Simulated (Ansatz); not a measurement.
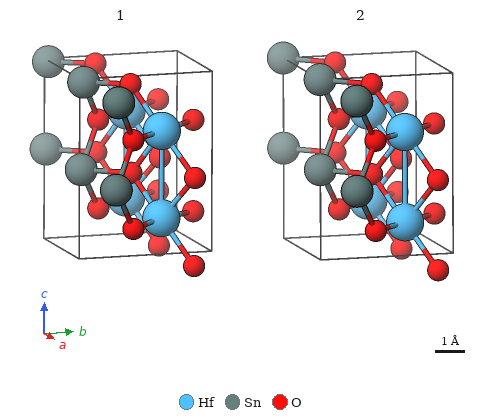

Two geometries of crystalline HfSnO₄ (a generated structure, set up in P1) (coarse preliminary run), drawn at one scale. One is the start of a relaxation, the other its converged end. A ball-and-stick model of the cell of the calculation, repeated 2 × 1 × 1 with one cell outlined, seen slightly off an axis.

Method: DFT PBE, scalar-relativistic, plane waves, PAW in Ansatz. Set-up: plane-wave cutoff 420 eV; k-point mesh 4 × 4 × 2; occupations gaussian; smearing width 0.1 eV; no spin polarisation; cell and atoms relaxed; force threshold 0.025 eV/Å; at most 60 steps.

Which of the two is the end point?

Answer. Structure 2 is the relaxed one. The atom that moves furthest relative to the cell is a Sn atom (0.18 Å along [−1 −3 2]). By element the largest moves are Sn 0.18 Å, Hf 0.12 Å, O 0.08 Å. The drawn cell changes as follows: a 4.844 → 4.864 Å (+0.4 %), b 4.887 → 4.868 Å (−0.4 %), c 6.448 → 6.458 Å (+0.2 %), α 89.4° → 90.0°, β 89.1° → 90.0°, γ 91.7° → 90.5°; the volume changes by +0.2 %. Among the contacts that change: O–Sn 1.919 → 2.094 Å, O–Sn 2.251 → 2.100 Å, Hf–O 1.964 → 2.093 Å, Hf–O 2.220 → 2.094 Å. Bond angles that change, for instance: O–Sn–O 169.8° → 180.0°, O–Sn–O 82.5° → 90.1°, O–Sn–O 172.5° → 180.0°. The space group (tolerance 0.01 Å) goes from P1 (No. 1) to Cmmm (No. 65). The energy falls by 85.5 meV per atom in 3 accepted moves (4 points after the start). The largest force component goes from 3.5 to 0.013 eV/Å. Pressure: 4.19 GPa at the start and 0.03 GPa at the end. At 1 point the geometry stayed and the basis and grid were re-selected for the new cell (energy shift of 0.2 meV per atom at most each time).
